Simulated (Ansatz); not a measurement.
One crystal and one scan (energy against volume) at two levels, PBE (plane waves to 420 eV, PAW, scalar-relativistic; Ansatz, a quantum-chemistry and plane-wave program) and r2SCAN (plane waves to 500 eV, PAW, scalar-relativistic; Ansatz), each from its own relaxed cell and on its own mesh. The cell shown is that of PBE.

NiO (rock salt)

```xyz
2
Lattice="0.0000 2.1087 2.1087 2.1087 0.0000 2.1087 2.1087 2.1087 0.0000" Properties=species:S:1:pos:R:3 pbc="T T T"
O      0.0000     0.0000     0.0000
Ni     2.1087     2.1087     2.1087
```

Equation-of-state scan: isotropic scaling of the cell above, V₀ being its volume. Symmetry pins the atoms to their sites.

The energy includes the smearing's −TS. NiO is run spin-polarised and with no Hubbard U; the real compound is an antiferromagnetic insulator, a state that this run doesn't describe. NiO was relaxed with its symmetry unable to fall. Relaxed NiO ends ferromagnetic. The PAW data are Ansatz's earlier set. The magnetic order is the one the run started from; other orders were not tried. (PBE) Relaxed NiO ends ferromagnetic. (r2SCAN) Relaxed NiO ends ferromagnetic. Percentages come from the unrounded values. Both scans cover V/V₀ from 0.840 to 1.160.

```json
[
 {"quantity": "Lattice constant a (Å)", "PBE": "4.217", "r2SCAN": "4.191", "PBE − r2SCAN": "+0.026 (+0.6 %)"},
 {"quantity": "Magnetic moment of the relaxed cell (μB/cell)", "PBE": "1.80", "r2SCAN": "2.00", "PBE − r2SCAN": "-0.20 (-10 %)"},
 {"quantity": "Pressure at the smallest volume (GPa)", "PBE": "41.0", "r2SCAN": "55.1", "PBE − r2SCAN": "-14.1 (-26 %)"},
 {"quantity": "Energy cost of the largest compression (meV/atom)", "PBE": "166", "r2SCAN": "216", "PBE − r2SCAN": "-50 (-23 %)"},
 {"quantity": "Energy cost of the largest expansion (meV/atom)", "PBE": "99", "r2SCAN": "120", "PBE − r2SCAN": "-21 (-17 %)"},
 {"quantity": "Bulk modulus B₀ (third-order Birch-Murnaghan fit) (GPa)", "PBE": "168.5", "r2SCAN": "214.4", "PBE − r2SCAN": "-45.9 (-21 %)"},
 {"quantity": "Pressure derivative B₀′ (fit)", "PBE": "3.8", "r2SCAN": "4.4", "PBE − r2SCAN": "-0.6 (-14 %)"},
 {"quantity": "Pressure for 5 % compression (fit) (GPa)", "PBE": "9.5", "r2SCAN": "12.3", "PBE − r2SCAN": "-2.8 (-23 %)"}
]
```

PBE gives the higher value for: lattice constant a. PBE gives the lower value for: magnetic moment of the relaxed cell; pressure at the smallest volume; energy cost of the largest compression; energy cost of the largest expansion; bulk modulus B₀; pressure derivative B₀′; pressure for 5 % compression.

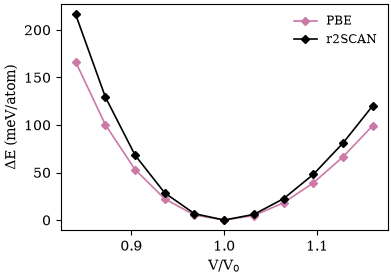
Fig. 1. ΔE, each from the relaxed starting cell of its own level.

(A scan under strain: stresses follow from slopes of the energy per volume, elastic moduli from its curvatures.)
